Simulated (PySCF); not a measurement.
# C₅H₈Si: NMR shifts at several levels of theory, part 1 of 2

How much do the NMR shifts of C₅H₈Si (`C=CC#CC[SiH3]`) depend on the level of theory, and what does each level cost?

The runs use PySCF 2.14.0, with density-fitted response routines of our own; the level of theory stands in each step. All values are computed, except where a source is named. Atoms are numbered from 0 throughout.

## 1. The molecule as given

14 atoms, charge 0, multiplicity 1; geometry from: GFN2-xTB. The atoms were then displaced at random by about 0.01 Å, so the start is not that level's minimum.

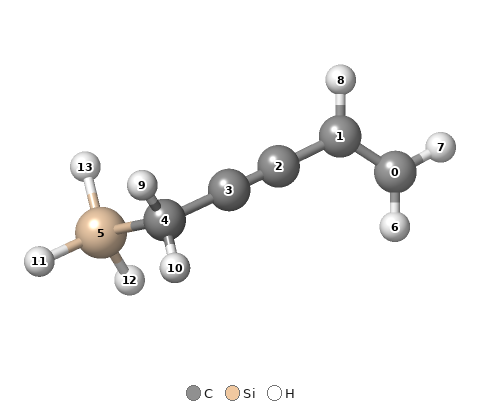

As it starts; carbon grey, silicon light orange, hydrogen white, atoms numbered.

## 2. Optimising the geometry at PBE0-D3(BJ)/def2-SVP

Job settings and geometry (Å):

```
{"job": {"xc": "PBE0", "basis": "def2-SVP", "d3": "d3bj", "grid": 1, "shake": 0.01, "kind": "geom"}, "charge": 0, "multiplicity": 1}
C      3.213120     0.564150    -0.106980
C      2.280930     0.585900     0.859050
C      0.991160     0.000170     0.736230
C     -0.042530    -0.509080     0.664140
C     -1.388370    -1.104700     0.555960
Si    -2.675330     0.182690    -0.056780
H      3.007090     0.124520    -1.063790
H      4.172060     1.057270     0.011050
H      2.494430     1.063280     1.836200
H     -1.686270    -1.480580     1.556840
H     -1.357200    -1.951880    -0.109520
H     -3.963010    -0.499730    -0.108100
H     -2.305710     0.652360    -1.393220
H     -2.747540     1.300540     0.891190
```

The run is started by

```bash
OMP_NUM_THREADS=1 python probes_run.py task.json out
```

The driver reads the jobs from task.json and runs them one after another.

What it wrote:

```text
step   0  E = -484.14891721  max force = 0.150009
step   1  E = -484.15971052  max force = 0.022244
step   2  E = -484.16019333  max force = 0.005458
step   3  E = -484.16028655  max force = 0.003233
step   4  E = -484.16033847  max force = 0.003536
step   5  E = -484.16036001  max force = 0.000955
step   6  E = -484.16036389  max force = 0.001208
step   7  E = -484.16036954  max force = 0.000273
optimisation converged
```

It took 67 s on 1 thread of Arm Neoverse N1, shared host; peak memory 0.52 GiB.

Along the way:

```csv
step,energy from step 0 (eV),largest force component (eV/Å)
0,0.0000,7.7138
1,-0.2937,1.1438
2,-0.3068,0.2807
3,-0.3094,0.1662
4,-0.3108,0.1818
5,-0.3114,0.0491
6,-0.3115,0.0621
7,-0.3116,0.0140
```

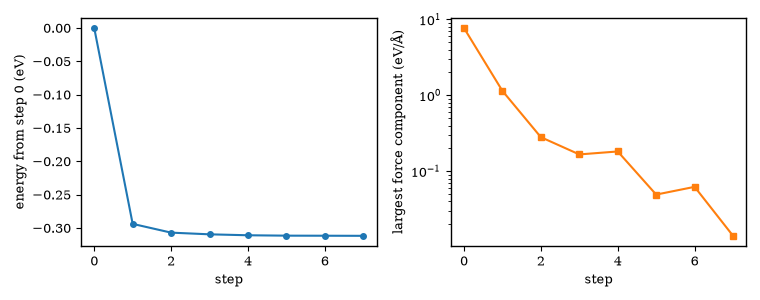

Energy and largest force along the relaxation.

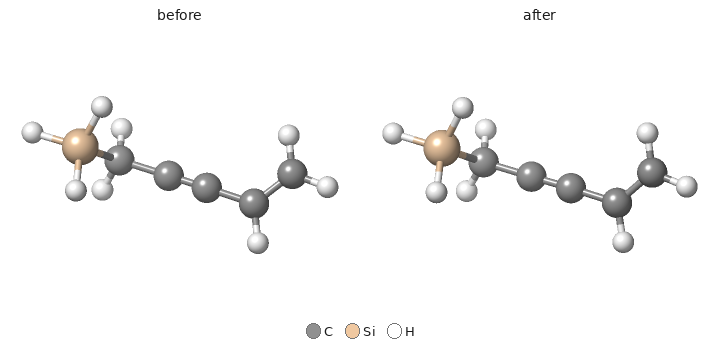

The geometry before (left) and after (right).

Close pairs (by a distance rule), those that changed most:

```csv
bond,before (Å),after (Å),change (Å)
C2–C3,1.155,1.217,+0.063
Si5–H11,1.458,1.496,+0.037
C3–C4,1.476,1.448,-0.028
Si5–H12,1.464,1.492,+0.028
C4–H10,1.078,1.104,+0.026
Si5–H13,1.467,1.492,+0.024
C0–H6,1.073,1.093,+0.020
C4–Si5,1.921,1.903,-0.018
```

The next job starts from the end point, and lists it.

```csv
at the end point,value
point group (found at 0.08 Å tolerance),C1
"rotational constants (GHz, main isotopes)","8.980, 1.002, 0.951"
dipole moment (D),0.52
```

## 3. NMR shieldings: HF/pcSseg-1

Job settings and geometry (Å):

```
{"job": {"kind": "nmr", "xc": "HF", "basis": "pcSseg-1", "pop": false}, "charge": 0, "multiplicity": 1}
C      3.102050     0.923747    -0.247829
C      2.288554     0.697330     0.794896
C      1.047187     0.007314     0.725749
C     -0.014775    -0.587350     0.698039
C     -1.307415    -1.235640     0.631600
Si    -2.655647    -0.030984     0.039119
H      2.850484     0.576996    -1.253272
H      4.042099     1.463948    -0.115213
H      2.578790     1.063621     1.787591
H     -1.604170    -1.630474     1.618681
H     -1.283539    -2.094140    -0.062075
H     -3.966281    -0.749634    -0.015264
H     -2.313481     0.475743    -1.321725
H     -2.760260     1.114653     0.989055
```

Method: GIAO HF/pcSseg-1 NMR shielding, non-relativistic, gas phase.

What it wrote:

```text
final grid: 110944 points
cycle   1  E = -482.7175730693  dE =  9.525e-01  |g| = 4.280e-01  |ddm| = 3.574e+00
cycle   2  E = -482.7880969582  dE = -7.052e-02  |g| = 1.435e-01  |ddm| = 6.903e-01
cycle   3  E = -482.7945157949  dE = -6.419e-03  |g| = 6.362e-02  |ddm| = 2.433e-01
cycle   4  E = -482.7957594257  dE = -1.244e-03  |g| = 1.862e-02  |ddm| = 8.163e-02
cycle   5  E = -482.7958531381  dE = -9.371e-05  |g| = 4.904e-03  |ddm| = 1.919e-02
cycle   6  E = -482.7958643282  dE = -1.119e-05  |g| = 1.380e-03  |ddm| = 9.074e-03
cycle   7  E = -482.7958657422  dE = -1.414e-06  |g| = 5.548e-04  |ddm| = 3.572e-03
cycle   8  E = -482.7958659873  dE = -2.451e-07  |g| = 2.234e-04  |ddm| = 1.381e-03
cycle   9  E = -482.7958660627  dE = -7.540e-08  |g| = 1.393e-04  |ddm| = 6.486e-04
cycle  10  E = -482.7958660900  dE = -2.735e-08  |g| = 4.913e-05  |ddm| = 4.664e-04
cycle  11  E = -482.7958660944  dE = -4.413e-09  |g| = 1.484e-05  |ddm| = 2.049e-04
cycle  12  E = -482.7958660947  dE = -2.915e-10  |g| = 6.112e-06  |ddm| = 4.876e-05
converged SCF energy = -482.7958660947

GIAO shielding tensors (ppm)
atom      isotropic    diamagn.    paramagn.     s11        s22        s33       span
  0 C       55.006     256.434    -201.428    -85.417     83.189    167.245    252.662
  1 C       64.309     260.055    -195.745    -71.586     92.658    171.856    243.442
  2 C      113.310     260.320    -147.010     17.157     24.892    297.881    280.725
  3 C       93.794     266.136    -172.341     25.572     28.858    226.952    201.380
  4 C      193.677     252.621     -58.944    184.823    191.230    204.979     20.156
  5 Si     448.902     874.999    -426.097    424.418    433.802    488.487     64.069
  6 H       25.814      32.448      -6.633     21.929     24.752     30.761      8.832
  7 H       26.003      28.247      -2.243     22.782     25.172     30.056      7.273
  8 H       25.868      29.834      -3.966     22.654     26.330     28.621      5.967
  9 H       30.110      28.909       1.201     24.591     28.167     37.571     12.980
 10 H       30.097      30.336      -0.239     24.611     28.202     37.478     12.867
 11 H       27.950      27.876       0.074     24.770     25.467     33.613      8.843
 12 H       27.888      29.100      -1.212     24.683     26.461     32.519      7.835
 13 H       27.905      28.723      -0.818     24.744     26.366     32.605      7.860
```

Run time: 9.5 s. Hardware: 1 thread of Arm Neoverse N1, shared host; peak memory 0.92 GiB.

Shifts follow as δ = σ(reference) − σ, with reference shieldings (ppm) from runs at the same level and on the same kind of geometry: 1H TMS 31.69, 13C TMS 190.8, 29Si TMS 393.4. The references are single molecules in the gas phase. Atoms listed in one row are averaged.

```csv
atoms,environment,σ (ppm),δ (ppm)
C0,terminal =CH2 carbon,55.0,135.8
C1,alkene CH,64.3,126.5
C3,alkyne carbon,93.8,97.1
C2,alkyne carbon,113.3,77.5
C4,propargylic sp3 CH2 bonded to Si,193.7,-2.8
H6,hydrogen on a terminal =CH2 carbon,25.81,5.87
H8,hydrogen on an alkene CH,25.87,5.82
H7,hydrogen on a terminal =CH2 carbon,26.00,5.68
"H11, H12, H13",hydrogen on a silicon bonded to C,27.91,3.77
"H9, H10",hydrogen on a propargylic sp3 CH2 bonded to Si,30.10,1.58
Si5,"silicon bonded to C, 3 H",448.9,-55.5
```

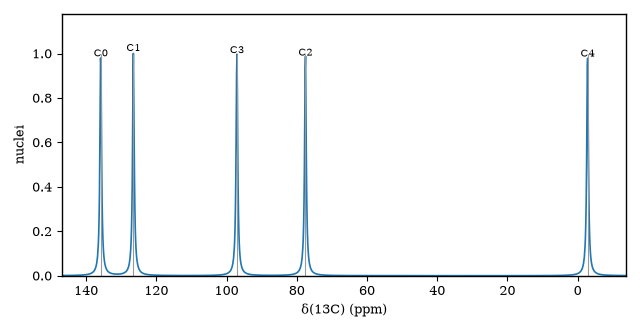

13C lines at the computed shifts, without couplings. Lines are broadened to a width of 0.55 ppm (Lorentzian).

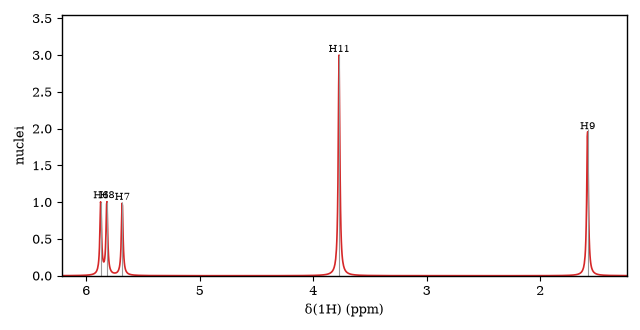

1H lines at the computed shifts, without couplings. Lines are broadened to a width of 0.02 ppm (Lorentzian).

## 4. Nuclear shieldings: LDA/pcSseg-1

The job, as its differences from that of step 3:

```diff
@@ -1,2 +1,2 @@
-{"job": {"kind": "nmr", "xc": "HF", "basis": "pcSseg-1", "pop": false}, "charge": 0, "multiplicity": 1}
+{"job": {"kind": "nmr", "xc": "LDA", "basis": "pcSseg-1", "pop": false}, "charge": 0, "multiplicity": 1}
 C      3.102050     0.923747    -0.247829
```

Level: GIAO LDA/pcSseg-1 NMR shielding, non-relativistic, gas phase.

What it wrote:

```text
coarse grid: 12016 points
cycle   1  E = -481.5920643967  dE =  3.666e-01  |g| = 5.321e-01  |ddm| = 3.786e+00
cycle   2  E = -481.5270145110  dE =  6.505e-02  |g| = 7.052e-01  |ddm| = 1.452e+00
cycle   3  E = -481.6669104353  dE = -1.399e-01  |g| = 1.236e-01  |ddm| = 9.720e-01
cycle   4  E = -481.6684848400  dE = -1.574e-03  |g| = 1.017e-01  |ddm| = 1.675e-01
cycle   5  E = -481.6711198428  dE = -2.635e-03  |g| = 1.476e-02  |ddm| = 8.759e-02
cycle   6  E = -481.6711685444  dE = -4.870e-05  |g| = 6.101e-03  |ddm| = 1.693e-02
cycle   7  E = -481.6711758600  dE = -7.316e-06  |g| = 3.091e-03  |ddm| = 7.090e-03
final grid: 110944 points
cycle   8  E = -481.7281221544  dE = -2.176e-06  |g| = 9.563e-03  |ddm| = 3.594e-02
cycle   9  E = -481.7279440099  dE =  1.781e-04  |g| = 2.641e-02  |ddm| = 3.092e-02
cycle  10  E = -481.7281468986  dE = -2.029e-04  |g| = 1.978e-03  |ddm| = 2.400e-02
cycle  11  E = -481.7281478309  dE = -9.323e-07  |g| = 7.330e-04  |ddm| = 1.939e-03
cycle  12  E = -481.7281479542  dE = -1.233e-07  |g| = 2.428e-04  |ddm| = 7.385e-04
cycle  13  E = -481.7281479701  dE = -1.590e-08  |g| = 4.322e-05  |ddm| = 2.469e-04
cycle  14  E = -481.7281479706  dE = -4.954e-10  |g| = 1.088e-05  |ddm| = 6.794e-05
converged SCF energy = -481.7281479706

GIAO shielding tensors (ppm)
atom      isotropic    diamagn.    paramagn.     s11        s22        s33       span
  0 C       42.870     256.189    -213.318    -81.223     51.432    158.402    239.625
  1 C       50.766     263.270    -212.504    -59.858     57.164    154.992    214.850
  2 C       88.780     258.568    -169.788     -0.821      3.486    263.675    264.496
  3 C       78.081     265.632    -187.551     10.639     15.494    208.110    197.472
  4 C      179.322     257.589     -78.267    168.587    171.266    198.113     29.526
  5 Si     390.141     880.842    -490.701    355.853    373.071    441.498     85.646
  6 H       24.977      32.429      -7.452     21.225     24.665     29.041      7.816
  7 H       25.190      27.268      -2.077     22.177     25.069     28.325      6.147
  8 H       24.818      28.829      -4.011     21.995     25.134     27.326      5.332
  9 H       28.792      27.654       1.139     23.619     27.292     35.466     11.847
 10 H       28.787      29.929      -1.142     23.633     27.311     35.417     11.784
 11 H       26.535      27.141      -0.606     23.413     24.239     31.953      8.540
 12 H       26.622      28.664      -2.042     23.587     25.201     31.078      7.491
 13 H       26.642      28.121      -1.479     23.649     25.120     31.159      7.510
```

Run time: 22 s. Hardware: 1 thread of Arm Neoverse N1, shared host; peak memory 0.92 GiB.

This run: δ C0 137.9, C1 130.0, C3 102.6, C2 91.9, H8 6.01, H6 5.85 ppm.

## 5. Shielding tensors: PBE/pcSseg-1

The job, as its differences from that of step 4:

```diff
@@ -1,2 +1,2 @@
-{"job": {"kind": "nmr", "xc": "LDA", "basis": "pcSseg-1", "pop": false}, "charge": 0, "multiplicity": 1}
+{"job": {"kind": "nmr", "xc": "PBE", "basis": "pcSseg-1", "pop": false}, "charge": 0, "multiplicity": 1}
 C      3.102050     0.923747    -0.247829
```

Method: GIAO PBE/pcSseg-1 NMR shielding, non-relativistic, gas phase.

What it wrote:

```text
coarse grid: 12016 points
cycle   1  E = -484.1771794877  dE =  3.816e-01  |g| = 5.126e-01  |ddm| = 3.737e+00
cycle   2  E = -484.1253634103  dE =  5.182e-02  |g| = 6.577e-01  |ddm| = 1.415e+00
cycle   3  E = -484.2476898164  dE = -1.223e-01  |g| = 1.256e-01  |ddm| = 9.457e-01
cycle   4  E = -484.2496839090  dE = -1.994e-03  |g| = 9.551e-02  |ddm| = 1.622e-01
cycle   5  E = -484.2520235220  dE = -2.340e-03  |g| = 1.224e-02  |ddm| = 8.264e-02
cycle   6  E = -484.2520556758  dE = -3.215e-05  |g| = 5.688e-03  |ddm| = 1.520e-02
cycle   7  E = -484.2520624185  dE = -6.743e-06  |g| = 2.746e-03  |ddm| = 6.573e-03
final grid: 110944 points
cycle   8  E = -484.3022224918  dE = -2.757e-06  |g| = 1.257e-02  |ddm| = 6.458e-02
cycle   9  E = -484.3020766262  dE =  1.459e-04  |g| = 2.593e-02  |ddm| = 3.261e-02
cycle  10  E = -484.3022548270  dE = -1.782e-04  |g| = 5.811e-03  |ddm| = 2.496e-02
cycle  11  E = -484.3022650699  dE = -1.024e-05  |g| = 7.920e-04  |ddm| = 6.291e-03
cycle  12  E = -484.3022651672  dE = -9.738e-08  |g| = 4.859e-04  |ddm| = 9.402e-04
cycle  13  E = -484.3022652282  dE = -6.099e-08  |g| = 9.131e-05  |ddm| = 4.133e-04
cycle  14  E = -484.3022652303  dE = -2.031e-09  |g| = 1.370e-05  |ddm| = 1.038e-04
cycle  15  E = -484.3022652303  dE = -4.718e-11  |g| = 3.955e-06  |ddm| = 2.291e-05
converged SCF energy = -484.3022652303

GIAO shielding tensors (ppm)
atom      isotropic    diamagn.    paramagn.     s11        s22        s33       span
  0 C       49.000     255.492    -206.492    -70.902     61.442    156.460    227.362
  1 C       56.074     262.425    -206.351    -50.804     65.590    153.437    204.241
  2 C       93.166     256.665    -163.500      6.002      9.688    263.807    257.805
  3 C       83.460     263.643    -180.182     17.716     21.738    210.927    193.211
  4 C      177.439     257.333     -79.894    167.058    169.820    195.439     28.381
  5 Si     402.145     880.167    -478.022    369.963    387.822    448.650     78.686
  6 H       25.485      33.033      -7.548     21.762     25.163     29.530      7.768
  7 H       25.694      27.742      -2.048     22.658     25.535     28.887      6.229
  8 H       25.298      29.716      -4.418     22.536     25.609     27.750      5.214
  9 H       29.196      28.303       0.893     24.173     27.760     35.656     11.483
 10 H       29.188      30.518      -1.330     24.181     27.780     35.603     11.422
 11 H       27.069      27.659      -0.590     24.038     24.798     32.373      8.335
 12 H       27.160      29.239      -2.079     24.204     25.772     31.504      7.300
 13 H       27.180      28.689      -1.509     24.264     25.690     31.585      7.321
```

Wall time 27 s (1 thread of Arm Neoverse N1, shared host); peak memory 0.75 GiB.

Key values: δ C0 131.0, C1 124.0, C3 96.6, C2 86.9, H8 5.90, H6 5.71 ppm.

## 6. Nuclear shieldings: BLYP/pcSseg-1

The job, as its differences from that of step 5:

```diff
@@ -1,2 +1,2 @@
-{"job": {"kind": "nmr", "xc": "PBE", "basis": "pcSseg-1", "pop": false}, "charge": 0, "multiplicity": 1}
+{"job": {"kind": "nmr", "xc": "BLYP", "basis": "pcSseg-1", "pop": false}, "charge": 0, "multiplicity": 1}
 C      3.102050     0.923747    -0.247829
```

Method: GIAO BLYP/pcSseg-1 NMR shielding, non-relativistic, gas phase.

What it wrote:

```text
coarse grid: 12016 points
cycle   1  E = -484.4891971294  dE =  3.775e-01  |g| = 5.414e-01  |ddm| = 3.797e+00
cycle   2  E = -484.4254315295  dE =  6.377e-02  |g| = 7.079e-01  |ddm| = 1.494e+00
cycle   3  E = -484.5680126767  dE = -1.426e-01  |g| = 1.194e-01  |ddm| = 1.024e+00
cycle   4  E = -484.5693052156  dE = -1.293e-03  |g| = 1.021e-01  |ddm| = 1.641e-01
cycle   5  E = -484.5719709404  dE = -2.666e-03  |g| = 1.343e-02  |ddm| = 8.760e-02
cycle   6  E = -484.5720108180  dE = -3.988e-05  |g| = 5.950e-03  |ddm| = 1.640e-02
cycle   7  E = -484.5720190495  dE = -8.232e-06  |g| = 2.129e-03  |ddm| = 6.187e-03
final grid: 110944 points
cycle   8  E = -484.6287513745  dE = -1.174e-05  |g| = 9.226e-03  |ddm| = 4.240e-02
cycle   9  E = -484.6286644403  dE =  8.693e-05  |g| = 1.983e-02  |ddm| = 2.421e-02
cycle  10  E = -484.6287692116  dE = -1.048e-04  |g| = 4.025e-03  |ddm| = 1.882e-02
cycle  11  E = -484.6287740860  dE = -4.874e-06  |g| = 5.068e-04  |ddm| = 4.381e-03
cycle  12  E = -484.6287741257  dE = -3.966e-08  |g| = 3.052e-04  |ddm| = 5.940e-04
cycle  13  E = -484.6287741496  dE = -2.389e-08  |g| = 7.799e-05  |ddm| = 2.844e-04
cycle  14  E = -484.6287741511  dE = -1.482e-09  |g| = 1.330e-05  |ddm| = 8.416e-05
cycle  15  E = -484.6287741511  dE = -4.593e-11  |g| = 3.730e-06  |ddm| = 2.047e-05
converged SCF energy = -484.6287741511

GIAO shielding tensors (ppm)
atom      isotropic    diamagn.    paramagn.     s11        s22        s33       span
  0 C       45.213     254.639    -209.426    -75.416     60.000    151.054    226.470
  1 C       51.201     262.147    -210.946    -57.223     61.985    148.841    206.065
  2 C       89.623     257.913    -168.290      1.235      4.651    262.984    261.749
  3 C       80.061     264.510    -184.450     12.563     16.886    210.733    198.169
  4 C      172.352     257.161     -84.809    162.384    164.932    189.741     27.357
  5 Si     392.248     879.864    -487.616    359.918    378.112    438.713     78.795
  6 H       25.771      33.573      -7.802     22.121     25.441     29.752      7.630
  7 H       26.015      27.636      -1.621     22.998     25.825     29.223      6.225
  8 H       25.553      29.617      -4.064     22.811     25.779     28.068      5.257
  9 H       29.398      28.213       1.185     24.523     28.109     35.563     11.040
 10 H       29.392      30.737      -1.346     24.523     28.131     35.520     10.997
 11 H       27.338      27.921      -0.584     24.375     25.109     32.529      8.154
 12 H       27.440      29.804      -2.364     24.567     26.073     31.682      7.114
 13 H       27.460      29.148      -1.688     24.629     25.988     31.763      7.134
```

Wall time 27 s (1 thread of Arm Neoverse N1, shared host); peak memory 0.76 GiB.

This run: δ C0 130.1, C1 124.1, C3 95.3, C2 85.7, H8 5.81, H6 5.59 ppm.

## 7. Shielding tensors: BP86/pcSseg-1

The job, as its differences from that of step 6:

```diff
@@ -1,2 +1,2 @@
-{"job": {"kind": "nmr", "xc": "BLYP", "basis": "pcSseg-1", "pop": false}, "charge": 0, "multiplicity": 1}
+{"job": {"kind": "nmr", "xc": "BP86", "basis": "pcSseg-1", "pop": false}, "charge": 0, "multiplicity": 1}
 C      3.102050     0.923747    -0.247829
```

Level: GIAO BP86/pcSseg-1 NMR shielding, non-relativistic, gas phase.

What it wrote:

```text
coarse grid: 12016 points
cycle   1  E = -484.6239625316  dE =  3.807e-01  |g| = 5.025e-01  |ddm| = 3.749e+00
cycle   2  E = -484.5773043775  dE =  4.666e-02  |g| = 6.379e-01  |ddm| = 1.341e+00
cycle   3  E = -484.6915845256  dE = -1.143e-01  |g| = 1.215e-01  |ddm| = 8.877e-01
cycle   4  E = -484.6934215766  dE = -1.837e-03  |g| = 9.328e-02  |ddm| = 1.594e-01
cycle   5  E = -484.6956704231  dE = -2.249e-03  |g| = 1.156e-02  |ddm| = 8.148e-02
cycle   6  E = -484.6957003221  dE = -2.990e-05  |g| = 5.357e-03  |ddm| = 1.424e-02
cycle   7  E = -484.6957052809  dE = -4.959e-06  |g| = 2.448e-03  |ddm| = 6.132e-03
final grid: 110944 points
cycle   8  E = -484.7457680295  dE = -1.074e-05  |g| = 8.123e-03  |ddm| = 5.545e-02
cycle   9  E = -484.7456622909  dE =  1.057e-04  |g| = 2.057e-02  |ddm| = 2.444e-02
cycle  10  E = -484.7457847608  dE = -1.225e-04  |g| = 2.228e-03  |ddm| = 1.920e-02
cycle  11  E = -484.7457860607  dE = -1.300e-06  |g| = 6.625e-04  |ddm| = 2.339e-03
cycle  12  E = -484.7457860945  dE = -3.383e-08  |g| = 4.388e-04  |ddm| = 8.209e-04
cycle  13  E = -484.7457861720  dE = -7.750e-08  |g| = 4.966e-05  |ddm| = 3.577e-04
cycle  14  E = -484.7457861773  dE = -5.351e-09  |g| = 1.161e-05  |ddm| = 7.439e-05
cycle  15  E = -484.7457861774  dE = -3.342e-11  |g| = 1.779e-06  |ddm| = 1.579e-05
converged SCF energy = -484.7457861774

GIAO shielding tensors (ppm)
atom      isotropic    diamagn.    paramagn.     s11        s22        s33       span
  0 C       48.732     255.929    -207.197    -71.021     61.253    155.963    226.985
  1 C       55.900     263.121    -207.220    -51.027     65.573    153.154    204.181
  2 C       93.081     257.154    -164.072      5.941      9.474    263.829    257.888
  3 C       83.436     263.863    -180.427     17.460     21.514    211.334    193.874
  4 C      177.064     257.921     -80.857    166.824    169.450    194.918     28.094
  5 Si     400.407     880.122    -479.715    368.474    386.724    446.023     77.549
  6 H       25.549      33.037      -7.488     21.846     25.198     29.602      7.756
  7 H       25.764      27.779      -2.015     22.754     25.599     28.938      6.183
  8 H       25.382      29.656      -4.274     22.633     25.720     27.793      5.159
  9 H       29.271      28.296       0.975     24.267     27.848     35.698     11.430
 10 H       29.263      30.599      -1.336     24.278     27.867     35.645     11.368
 11 H       27.149      27.703      -0.554     24.124     24.865     32.457      8.333
 12 H       27.230      29.345      -2.116     24.267     25.850     31.571      7.304
 13 H       27.249      28.774      -1.525     24.329     25.768     31.650      7.321
```

Wall time 27 s (1 thread of Arm Neoverse N1, shared host); peak memory 0.76 GiB.

This run: δ C0 131.0, C1 123.8, C3 96.3, C2 86.7, H8 5.88, H6 5.72 ppm.

(Continued in part 2 of 2.)
